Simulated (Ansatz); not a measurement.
**(KF)1(LiBr)3 [001] superlattice, started as rocksalt type: phonons and vibrational spectra**

Aim: the phonons of (KF)1(LiBr)3 [001] superlattice, started as rocksalt type at a cell relaxed beforehand at this level.

Program: Ansatz 0.2.0. Level of theory: DFT PBEsol, scalar-relativistic, plane waves, PAW. Results are calculated unless marked as measured.

The structure was built from a prototype and need not be the compound's stable phase.

## (1) Set-up

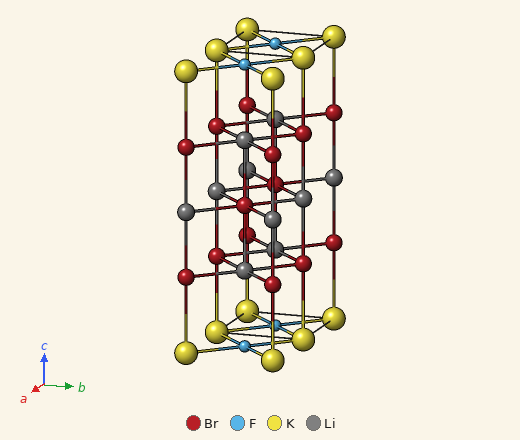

The cell as given, slightly off an axis (bromine red, fluorine blue, potassium yellow, lithium grey). 2×1×1 cells are drawn. Some periodic images of atoms are drawn too.

## (2) Linear response at the zone centre

The cell comes from relaxations at this level that are not shown. The zone centre is the only wavevector solved here; it holds the modes that light can see, as far as symmetry allows. The response to a homogeneous field gives the Born charges and the dielectric tensor, and its change with displacement the Raman tensors.

input.yaml reads:

```yaml
crystal:
  lattice:
    - [2.6465588508, 2.6465588508, 0.0]
    - [-2.6465588508, 2.6465588508, 0.0]
    - [0.0, 0.0, 11.8302523355]
  atoms:
    - { symbol: Br, position: [0.0, 0.0, 0.2693838995] }
    - { symbol: Br, position: [0.5, 0.5, 0.5] }
    - { symbol: Br, position: [0.0, 0.0, 0.7306161005] }
    - { symbol: F, position: [0.5, 0.5, 0.0] }
    - { symbol: K, position: [0.0, 0.0, 0.0] }
    - { symbol: Li, position: [0.5, 0.5, 0.2684468035] }
    - { symbol: Li, position: [0.0, 0.0, 0.5] }
    - { symbol: Li, position: [0.5, 0.5, 0.7315531965] }
kpoints:
  mp_grid: { grid: [8, 8, 2] }
hamiltonian:
  xc: pbesol
scf:
  occupations: { method: fixed }
output:
  eigenvalues: true
phonons:
  method: dfpt
  dielectric: true
  rigid_motions: translations
  raman: true
```

Launch:

```console
ansatz run input.yaml --threads 8 --pin off --max-ram 14336MiB --backend cpu --events-out ev --progress --plain --runs-dir out
```

Numbers of over 12 decimals in the logs are rounded to 6 here.

Output:

```text
Engine: ansatz 0.2.0, aarch64-unknown-linux-gnu
Pseudopotentials: kind: paw
Pseudopotential: Br, paw, valence charge 7, recommended cutoff 420 eV (normal), Br.paw.azcp
Pseudopotential: F, paw, valence charge 7, recommended cutoff 420 eV (normal), F.paw.azcp
Pseudopotential: K, paw, valence charge 9, recommended cutoff 420 eV (normal), K.paw.azcp
Pseudopotential: Li, paw, valence charge 3, recommended cutoff 420 eV (normal), Li.paw.azcp
Functional definition: PBEsol
  exchange = pbesol_x
  correlation = pbesol_c
Crystal: 8 atoms, lattice volume = 165.725 Å³
Basis set: ecut = 420 eV, 3239 PW (Γ), exchange–correlation on 54×54×160 points (8 copies of the dense FFT grid, shifted against one another)
Bands: 31, of which v1, the nominal top of the filled ones, is band 23 counted from 1 (22 counted from 0)
Symmetry: 16 space group operations
k-points: 42 of 128 (irreducible under 2 space group operations, time reversal used)
Non-local potential: Br, projectors of the file, l = 0: 2, l = 1: 2, l = 2: 2
Non-local potential: F, projectors of the file, l = 0: 2, l = 1: 2, l = 2: 1
Non-local potential: K, projectors of the file, l = 0: 3, l = 1: 2, l = 2: 2
Non-local potential: Li, projectors of the file, l = 0: 3, l = 1: 2, l = 2: 1
PAW form: soft (Blöchl's): semilocal exchange-correlation on the pseudo side does not see the compensation charge
PAW frozen core: Br, regenerated for the run's functional, and the local potential with it (the file was generated under x = pbe(κ = 0.804, μ = 0.219515), c = pbe(β = 0.066725))
PAW frozen core: F, regenerated for the run's functional, and the local potential with it (the file was generated under x = pbe(κ = 0.804, μ = 0.219515), c = pbe(β = 0.066725))
PAW frozen core: K, regenerated for the run's functional, and the local potential with it (the file was generated under x = pbe(κ = 0.804, μ = 0.219515), c = pbe(β = 0.066725))
PAW one-centre angular grid: Br, 110 points (default); XC on 64 Gauss nodes
PAW one-centre angular grid: F, 110 points (default); XC on 64 Gauss nodes
PAW one-centre angular grid: K, 110 points (default); XC on 64 Gauss nodes
PAW one-centre angular grid: Li, 110 points (default); XC on 64 Gauss nodes
Initial density: superposition of atomic densities (neutral atoms: chi_scale 0, normalization atom), corrected by the library's trained network
Initial wavefunctions: pseudopotential atomic-orbital guess
Functional: x = pbesol(κ = 0.804, μ = 0.123457), c = pbesol(β = 0.046)
SCF iter   1: F=—  HF=-11146.473647 eV  |F-HF|=—  |Δ(HF+E_count)|=         —  Δρ=6.64e-3  dr2=6.27e-2  ethr=1.77e-3  ⟨swp⟩=5.2  Hψ=5611  notcnv=0  defer=214
preconditioner: auto → Resta (q_TF=auto, 2.204 Å⁻¹)  ε∞=3.0  [insulator: Δε(μ)=4.623 eV  Ē_g=12.197 eV  n_scr=28 (ndim 8)  ℏωp=17.3 eV  f_vac=0.026  ε∞_Penn≈3.0]
SCF iter   2: F=—  HF=-11146.458490 eV  |F-HF|=—  |Δ(HF+E_count)|=   1.52e-2  Δρ=2.94e-3  dr2=8.46e-3  ethr=1.36e-4  ⟨swp⟩=2.1  Hψ=2522  notcnv=0  defer=251
SCF iter   3: F=—  HF=-11146.456540 eV  |F-HF|=—  |Δ(HF+E_count)|=   1.95e-3  Δρ=7.95e-4  dr2=1.70e-3  ethr=1.84e-5  ⟨swp⟩=2.0  Hψ=2068  notcnv=0  defer=252
SCF iter   4: F=—  HF=-11146.456183 eV  |F-HF|=—  |Δ(HF+E_count)|=   3.57e-4  Δρ=2.14e-4  dr2=1.44e-4  ethr=3.70e-6  ⟨swp⟩=3.4  Hψ=2234  notcnv=0  defer=252
SCF iter   5: F=—  HF=-11146.456172 eV  |F-HF|=—  |Δ(HF+E_count)|=   1.10e-5  Δρ=3.69e-5  dr2=4.69e-6  ethr=3.12e-7  ⟨swp⟩=2.5  Hψ=1924  notcnv=0  defer=238
SCF iter   6: F=—  HF=-11146.456174 eV  |F-HF|=—  |Δ(HF+E_count)|=   1.46e-6  Δρ=1.06e-5  dr2=2.69e-7  ethr=1.02e-8  ⟨swp⟩=2.0  Hψ=1755  notcnv=0  defer=168
SCF iter   7: F=—  HF=-11146.456170 eV  |F-HF|=—  |Δ(HF+E_count)|=   3.33e-6  Δρ=1.74e-6  dr2=1.09e-8  ethr=5.85e-10  ⟨swp⟩=2.0  Hψ=2090  notcnv=0  defer=140
SCF iter   8: F=—  HF=-11146.456170 eV  |F-HF|=—  |Δ(HF+E_count)|=   6.29e-9  Δρ=4.86e-7  dr2=5.47e-10  ethr=2.37e-11  ⟨swp⟩=2.0  Hψ=1819  notcnv=0  defer=140
SCF iter   9: F=-11146.456170 eV  HF=-11146.456170 eV  |F-HF|=9.09e-12  |Δ(HF+E_count)|=  3.75e-10  Δρ=1.31e-7  dr2=3.05e-11  ethr=1.00e-12  ⟨swp⟩=16.6  Hψ=10301  notcnv=0
SCF 1 converged in 9 iterations: F = -11146.456170 eV  dr2 = 3.05e-11
  greatest PAW one-centre occupation: 0.999 electrons in one spin orbital (limit 2), on the Li atom at site 6 (counted from 0), in its partial waves of l = 0
DFPT response loops at Γ: preconditioner auto → Resta (q_TF=auto, 2.204 Å⁻¹)  ε∞=3.5 (no band partly filled); β = 1.00, the filter's whole step (`scf.mixing.beta` (0.50) is not read by the response loops at its default; to damp them type it under 1.00, their step now; it binds the ground state too); Broyden in place of MSR1
── the response to a field inside a basis, on 10×10×4 k-points: an SCF that follows is theirs, and a resumed run solves both again ──
Bands: 24, of which v1, the nominal top of the filled ones, is band 23 counted from 1 (22 counted from 0)
k-points: 30 of 400
Initial density: handed on by an earlier stage of this run
Initial wavefunctions: pseudopotential atomic-orbital guess (no wavefunctions were taken with the density)
Eigensolver: Dense (30 Hₖ)
SCF iter   1: F=—  HF=-11146.423261 eV  |F-HF|=—  |Δ(HF+E_count)|=         —  Δρ=2.47e-4  dr2=2.94e-5  ethr=1.00e-1
preconditioner: auto → Resta (q_TF=auto, 2.204 Å⁻¹)  ε∞=3.6  [insulator: Δε(μ)=5.150 eV  Ē_g=10.828 eV  n_scr=28 (ndim 8)  ℏωp=17.3 eV  f_vac=0.022  ε∞_Penn≈3.6]
SCF iter   2: F=—  HF=-11146.423267 eV  |F-HF|=—  |Δ(HF+E_count)|=   6.67e-6  Δρ=9.17e-5  dr2=8.79e-6  ethr=6.39e-8
SCF iter   3: F=—  HF=-11146.423270 eV  |F-HF|=—  |Δ(HF+E_count)|=   2.49e-6  Δρ=5.28e-5  dr2=1.53e-6  ethr=1.91e-8
SCF iter   4: F=—  HF=-11146.423271 eV  |F-HF|=—  |Δ(HF+E_count)|=   1.25e-6  Δρ=1.92e-5  dr2=2.26e-7  ethr=3.33e-9
SCF iter   5: F=—  HF=-11146.423271 eV  |F-HF|=—  |Δ(HF+E_count)|=   1.64e-7  Δρ=3.35e-6  dr2=1.02e-8  ethr=4.91e-10
SCF iter   6: F=—  HF=-11146.423271 eV  |F-HF|=—  |Δ(HF+E_count)|=   4.38e-9  Δρ=3.10e-7  dr2=2.13e-10  ethr=2.21e-11
SCF iter   7: F=-11146.423271 eV  HF=-11146.423271 eV  |F-HF|=3.64e-12  |Δ(HF+E_count)|=  6.91e-11  Δρ=3.53e-8  dr2=3.33e-12  ethr=1.00e-12
SCF 1 converged in 7 iterations: F = -11146.423271 eV  dr2 = 3.33e-12
DFPT response loops at Γ: preconditioner auto → Resta (q_TF=auto, 2.204 Å⁻¹)  ε∞=3.4 (no band partly filled); β = 1.00, the filter's whole step (`scf.mixing.beta` (0.50) is not read by the response loops at its default; to damp them type it under 1.00, their step now; it binds the ground state too); Broyden in place of MSR1
DFPT response loops at Γ: mixed as the last ones told, above
SCF converged after 9 iterations
Free energy (F): -11146.456170 eV
[...]
ASR residual per site (eV/Å²): 1.51e-4 1.54e-4 1.51e-4 8.55e-5 1.41e-4 2.31e-4 4.31e-4 2.31e-4
  Γ frequencies (cm⁻¹): -142.62 0.00 0.00 0.00 40.05 40.05 48.93 48.93 71.72 71.72 85.79 104.88 133.38 177.16 177.16 184.52 194.86 226.67 226.67 228.41 228.41 230.32 230.32 252.53
  ε∞ (high-frequency dielectric tensor):
        3.043657     0.000000     0.000000
        0.000000     3.043657     0.000000
        0.000000     0.000000     2.840413
  softest optical mode at Γ: -142.62 cm⁻¹; the repairs (sum rule, projections) moved no ω² at Γ by more than (4.40 cm⁻¹)²
  Born effective charges Z* (e; rows j = field, columns β = displacement):
    site 0:
        -1.23541   -0.00000   -0.00000
         0.00000   -1.23541   -0.00000
        -0.00000   -0.00000   -0.85584
    site 1:
        -1.20411    0.00000    0.00000
         0.00000   -1.20411    0.00000
         0.00000   -0.00000   -0.94104
    site 2:
        -1.23541   -0.00000    0.00000
         0.00000   -1.23541    0.00000
         0.00000    0.00000   -0.85584
    site 3:
        -1.23434    0.00000    0.00000
        -0.00000   -1.23434    0.00000
         0.00000   -0.00000   -1.44612
    site 4:
         1.14161    0.00000    0.00000
        -0.00000    1.14161    0.00000
         0.00000   -0.00000    1.32251
    site 5:
         1.27380    0.00000   -0.00000
        -0.00000    1.27380   -0.00000
         0.00000    0.00000    0.91918
    site 6:
         1.22006    0.00000    0.00000
        -0.00000    1.22006    0.00000
         0.00000   -0.00000    0.93796
    site 7:
         1.27380    0.00000    0.00000
        -0.00000    1.27380    0.00000
        -0.00000   -0.00000    0.91918
  Z* charge neutrality: 1.109e-2 e pre-enforcement
  solved inside a basis spanned on kpoints, on 10×10×4 k-points: ε∞ is read to err by 1.0e-2, Z* by 1.2e-2 e (field_mesh: kpoints solves on kpoints); Z* is corrected for what the basis lacks
  Raman tensors (in the event stream and the table raman_tensors.tsv): an entry may err by 2.5e-2 Å², one of the second-order susceptibility by 1.8e-19 pm/V (basis, points and sum rule); their sum over the sites missed zero by 1.110e-16 Å² ahead of its enforcement
  optical modes at Γ without the LO–TO term, one row a degenerate level:
      ω (cm⁻¹)  modes    IR ((D/Å)²/amu)  static Raman (Å⁴/amu)  depolarisation
       -142.62      1             8.0711                 0.0000               —
         40.05      2             0.0756                 0.0000               —
         48.93      2             0.0000                 0.1121           0.750
         71.72      2             0.0054                 0.0000               —
         85.79      1             0.0000                 3.4205           0.332
        104.88      1             0.6691                 0.0000               —
        133.38      1             1.2990                 0.0000               —
        177.16      2             3.7995                 0.0000               —
        184.52      1             1.1294                 0.0000               —
        194.86      1             0.0000                10.0917           0.048
        226.67      2            35.3798                 0.0000               —
        228.41      2             0.0000                 0.1619           0.750
        230.32      2             0.0505                 0.0000               —
        252.53      1             1.6236                 0.0000               —
  optical modes at Γ + LO–TO along q̂ = [1.0000, 0.0000, 0.0000]:
      ω (cm⁻¹)  modes    IR ((D/Å)²/amu)  static Raman (Å⁴/amu)  depolarisation
       -142.62      1             8.0711                 0.0000               —
         40.05      1             0.0378                 0.0000               —
         40.77      1             0.0049                 0.0000               —
         48.93      2             0.0000                 0.1121           0.750
         71.72      1             0.0027                 0.0000               —
         71.75      1             0.0003                 0.0000               —
         85.79      1             0.0000                 3.4205           0.332
        104.88      1             0.6691                 0.0000               —
        133.38      1             1.2990                 0.0000               —
        177.16      1             1.8997                 0.0000               —
        181.58      1             0.0693                 0.0000               —
        184.52      1             1.1294                 0.0000               —
        194.86      1             0.0000                10.0917           0.048
        226.67      1            17.6899                 0.0000               —
        228.41      2             0.0000                 0.1619           0.750
        230.31      1             0.0000                 0.0000               —
        230.32      1             0.0253                 0.0000               —
        252.53      1             1.6236                 0.0000               —
        364.48      1            19.5809                 0.0000               —
  optical modes at Γ + LO–TO along q̂ = [0.0000, 1.0000, 0.0000]:
      ω (cm⁻¹)  modes    IR ((D/Å)²/amu)  static Raman (Å⁴/amu)  depolarisation
       -142.62      1             8.0711                 0.0000               —
         40.05      1             0.0378                 0.0000               —
         40.77      1             0.0049                 0.0000               —
         48.93      2             0.0000                 0.1121           0.750
         71.72      1             0.0027                 0.0000               —
         71.75      1             0.0003                 0.0000               —
         85.79      1             0.0000                 3.4205           0.332
        104.88      1             0.6691                 0.0000               —
        133.38      1             1.2990                 0.0000               —
        177.16      1             1.8997                 0.0000               —
        181.58      1             0.0693                 0.0000               —
        184.52      1             1.1294                 0.0000               —
        194.86      1             0.0000                10.0917           0.048
        226.67      1            17.6899                 0.0000               —
        228.41      2             0.0000                 0.1619           0.750
        230.31      1             0.0000                 0.0000               —
        230.32      1             0.0253                 0.0000               —
        252.53      1             1.6236                 0.0000               —
        364.48      1            19.5809                 0.0000               —
  optical modes at Γ + LO–TO along q̂ = [0.0000, 0.0000, 1.0000]:
      ω (cm⁻¹)  modes    IR ((D/Å)²/amu)  static Raman (Å⁴/amu)  depolarisation
        -23.10      1             1.5810                 0.0000               —
         40.05      2             0.0756                 0.0000               —
         48.93      2             0.0000                 0.1121           0.750
         71.72      2             0.0054                 0.0000               —
         85.79      1             0.0000                 3.4205           0.332
        114.00      1             0.2074                 0.0000               —
        159.38      1             1.0655                 0.0000               —
        177.16      2             3.7995                 0.0000               —
        194.86      1             0.0000                10.0917           0.048
        210.48      1             2.5094                 0.0000               —
        226.67      2            35.3798                 0.0000               —
        228.41      2             0.0000                 0.1619           0.750
        230.32      2             0.0505                 0.0000               —
        286.47      1             7.4289                 0.0000               —
[key lines of the parts left out:]
Fermi energy:    1.710336 eV
```

Elapsed: 2.6 min, on 8 threads of Arm Neoverse V2, shared host; peak memory 3.4 GiB; 19 min of CPU time.

This step gave:

```
gap on the k-mesh                                       : 4.964 eV
volume per atom                                         : 20.72 Å³
sum-rule residual before enforcement                    : 4.31e-4 eV/Å²
miss of the charge sum rule                             : 0.01109 e
estimated error of the dielectric tensor                : 0.01033
estimated error of the Born charges                     : 0.01158 e
point group                                             : 4/mmm
highest optical mode at the zone centre (no LO-TO term) : 252.5 cm⁻¹
lowest optical zone-centre mode                         : -142.6 cm⁻¹
mean high-frequency dielectric constant                 : 2.976
largest Born charge (third of the trace)                : -1.305 e
top of the zone-centre spectrum with the field          : 364.5 cm⁻¹
```

Without the LO-TO term. Patterns of degenerate modes are one choice out of their space. Modes at Γ, with each element's share of the kinetic energy (negative means imaginary):

| mode | frequency (cm⁻¹) | symmetry | Br % | F % | K % | Li % |
| --- | --- | --- | --- | --- | --- | --- |
| 1 | -142.6 | A2u | 0 | 51 | 0 | 48 |
| 2 | 0.0 | acoustic | 75 | 6 | 12 | 7 |
| 3 | 0.0 | acoustic | 75 | 6 | 12 | 7 |
| 4 | 0.0 | acoustic | 75 | 6 | 12 | 7 |
| 5 | 40.0 | Eu | 18 | 21 | 59 | 1 |
| 6 | 40.0 | Eu | 18 | 21 | 59 | 1 |
| 7 | 48.9 | Eg | 94 | 0 | 0 | 6 |
| 8 | 48.9 | Eg | 94 | 0 | 0 | 6 |
| 9 | 71.7 | Eu | 92 | 0 | 1 | 7 |
| 10 | 71.7 | Eu | 92 | 0 | 1 | 7 |
| 11 | 85.8 | A1g | 89 | 0 | 0 | 11 |
| 12 | 104.9 | A2u | 84 | 0 | 15 | 2 |
| 13 | 133.4 | A2u | 34 | 12 | 37 | 18 |
| 14 | 177.2 | Eu | 0 | 72 | 28 | 0 |
| 15 | 177.2 | Eu | 0 | 72 | 28 | 0 |
| 16 | 184.5 | A2u | 3 | 17 | 26 | 55 |
| 17 | 194.9 | A1g | 11 | 0 | 0 | 89 |
| 18 | 226.7 | Eu | 7 | 0 | 0 | 93 |
| 19 | 226.7 | Eu | 7 | 0 | 0 | 93 |
| 20 | 228.4 | Eg | 6 | 0 | 0 | 94 |
| 21 | 228.4 | Eg | 6 | 0 | 0 | 94 |
| 22 | 230.3 | Eu | 7 | 0 | 0 | 93 |
| 23 | 230.3 | Eu | 7 | 0 | 0 | 93 |
| 24 | 252.5 | A2u | 4 | 14 | 10 | 72 |

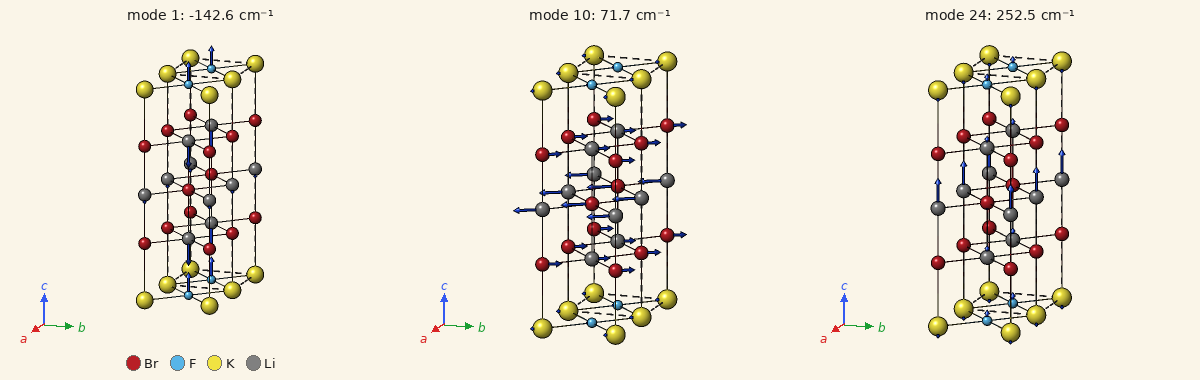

Displacement patterns of modes 1, 10 and 24 at Γ; arrows are exaggerated. 2×1×1 cells are drawn. Some periodic images of atoms are drawn too.

Optical modes at the zone centre, without and with the macroscopic field of the longitudinal modes; each column is sorted by frequency, so a row need not hold one and the same mode. Modes with and without the field, by row:

| rank among optical modes | no field (cm⁻¹) | q along (1, 0, 0) (cm⁻¹) | q along (0, 0, 1) (cm⁻¹) |
| --- | --- | --- | --- |
| 1 | -142.6 | -142.6 | -23.1 |
| 2 | 40 | 40 | 40 |
| 3 | 40 | 40.8 | 40 |
| 4 | 48.9 | 48.9 | 48.9 |
| 5 | 48.9 | 48.9 | 48.9 |
| 6 | 71.7 | 71.7 | 71.7 |
| 7 | 71.7 | 71.8 | 71.7 |
| 8 | 85.8 | 85.8 | 85.8 |
| 9 | 104.9 | 104.9 | 114 |
| 10 | 133.4 | 133.4 | 159.4 |
| 11 | 177.2 | 177.2 | 177.2 |
| 12 | 177.2 | 181.6 | 177.2 |
| 13 | 184.5 | 184.5 | 194.9 |
| 14 | 194.9 | 194.9 | 210.5 |
| 15 | 226.7 | 226.7 | 226.7 |
| 16 | 226.7 | 228.4 | 226.7 |
| 17 | 228.4 | 228.4 | 228.4 |
| 18 | 228.4 | 230.3 | 228.4 |
| 19 | 230.3 | 230.3 | 230.3 |
| 20 | 230.3 | 252.5 | 230.3 |
| 21 | 252.5 | 364.5 | 286.5 |

(Continued in part 2 of 2.)

[Logs are printed without paths, hosts, clocks, repeated set-up lines and the standing remarks that a program may print on its own settings, such as how far it seeks lower states.]

[Hosts, paths, dates, database ids (printed as entryN), source tags and the programs' standing remarks are cut or masked in the printed files.]
